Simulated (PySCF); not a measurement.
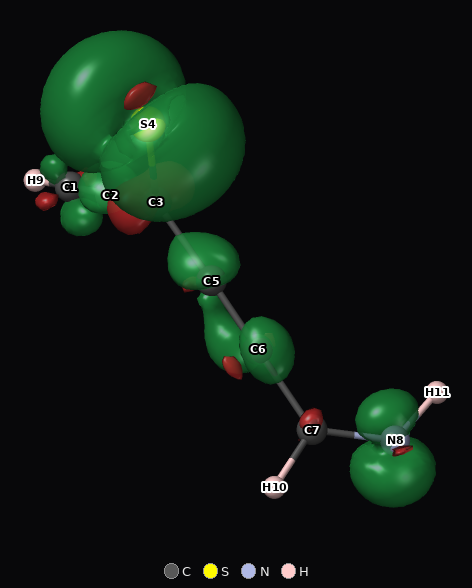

Figure 1: C$_{6}$H$_{3}$NS (charge +1, doublet). Isosurfaces of the spin density (α minus β) at +0.02 (green) and −0.02 e/Å³ (red), seen at an oblique angle.

Geometry: GFN2-xTB.

Computed with UKS B3LYP, pcH-1 on C H N S, non-relativistic, mean-field spin-orbit, GIAO in PySCF.

```yaml
atoms:
  - { symbol: C, position_ang: [3.2070, 0.1825, -0.8496] }
  - { symbol: C, position_ang: [2.3503, 0.0151, -0.0174] }
  - { symbol: C, position_ang: [1.3715, -0.1811, 0.9630] }
  - { symbol: S, position_ang: [1.7383, -0.5439, 2.5284] }
  - { symbol: C, position_ang: [0.0345, -0.0528, 0.5530] }
  - { symbol: C, position_ang: [-1.1126, 0.0773, 0.1832] }
  - { symbol: C, position_ang: [-2.4635, 0.2294, -0.2267] }
  - { symbol: N, position_ang: [-3.2359, -0.6448, -0.6540] }
  - { symbol: H, position_ang: [3.9544, 0.3296, -1.5785] }
  - { symbol: H, position_ang: [-2.8410, 1.2501, -0.1321] }
  - { symbol: H, position_ang: [-2.9975, -1.6189, -0.7954] }
```

Where is the unpaired spin?

The unpaired spin (1 electron) lies mostly on S4 (about 0.8) and N8 (about 0.1), in electrons by Hirshfeld's partition.
